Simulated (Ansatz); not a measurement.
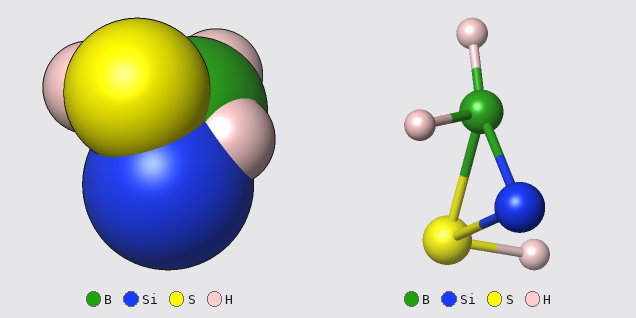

Two views of one molecule.

Computed geometry: PBE0-D4/def2-TZVP optimisation. No frequency run is at hand to confirm it as a minimum.

Question: Count the atoms of each element.

Answer: BH3SSi, 6 atoms: 1 boron, 3 hydrogen, 1 sulfur and 1 silicon.

Question: Count the bonded pairs by element.

Answer: 2 B–H, 1 B–Si, 1 S–H, 1 S–Si, 1 B–S. Sticks follow a distance rule.

Question: Give the symmetry (Schoenflies symbol).

Answer: C1.

Question: How many sets of symmetry-equivalent atoms are there?

Answer: 6: 1 B, 1 Si, 1 S, 1 H, 1 H, 1 H.

The parts below concern this one geometry. Atoms keep their numbers from picture to picture.

### Shape

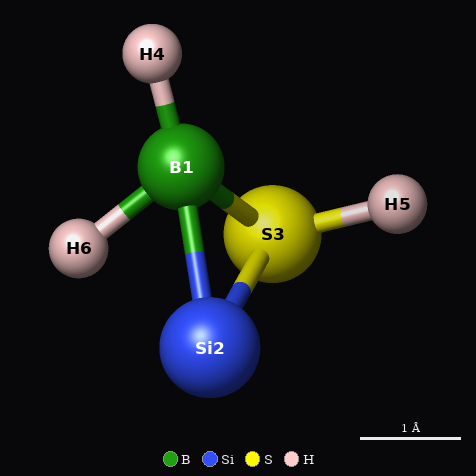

Numbered structure. No frequency run is at hand to confirm it as a minimum.

Give these bond angles: Si2–B1–S3, Si2–B1–H4, Si2–B1–H6, S3–B1–H4, S3–B1–H6, H4–B1–H6, B1–Si2–S3, B1–S3–Si2, B1–S3–H5, Si2–S3–H5.

```csv
angle,degrees
Si2–B1–S3,76.3
Si2–B1–H4,160.2
Si2–B1–H6,62.9
S3–B1–H4,123.2
S3–B1–H6,93.9
H4–B1–H6,114.6
B1–Si2–S3,53.1
B1–S3–Si2,50.6
B1–S3–H5,97.7
Si2–S3–H5,97.0
```

### Charges

The questions are on Mulliken charges. No frequency run is at hand to confirm it as a minimum. Properties computed with RKS PBE0-D4/def2-TZVP (Ansatz 0.2.0).

Question: Which atom carries the highest charge (most positive or least negative)?

Answer: H5 (0.17 e).

Question: And the lowest?

Answer: B1, S3 (−0.13 e).

Give the Mulliken charges atom by atom.

```
atom  value (e)
  B1      −0.13
 Si2      −0.04
  S3      −0.13
  H4       0.05
  H5       0.17
  H6       0.08
```

### Dipole moment

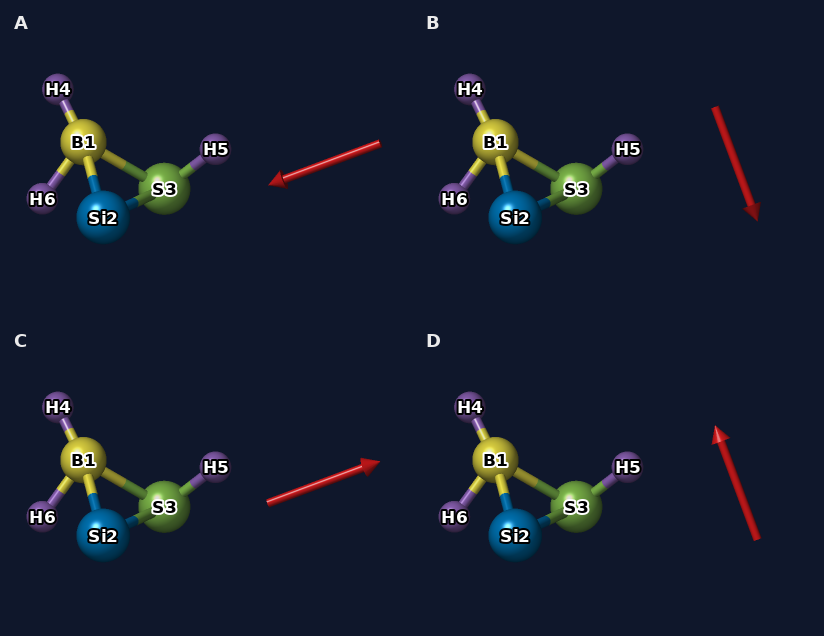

The same molecule four times, each with an arrow. No frequency run is at hand to confirm it as a minimum. Method: RKS PBE0-D4/def2-TZVP (Ansatz 0.2.0).

Question: Which arrow points along the dipole moment, from the negative to the positive end?

Answer: C. The dipole moment is 0.97 D; it points from the side of H6 to the side of H5 (the outermost atoms at the two ends).

### Electronic properties

No frequency run is at hand to confirm it as a minimum. Properties computed with RKS PBE0-D4/def2-TZVPP (Ansatz 0.2.0).

Computed properties:

- HOMO energy (Kohn–Sham orbital): −6.33 eV
- LUMO energy (Kohn–Sham orbital): −1.58 eV
- HOMO–LUMO gap: 4.74 eV

Mulliken values depend strongly on the basis set and can even reverse the polarity of a bond.
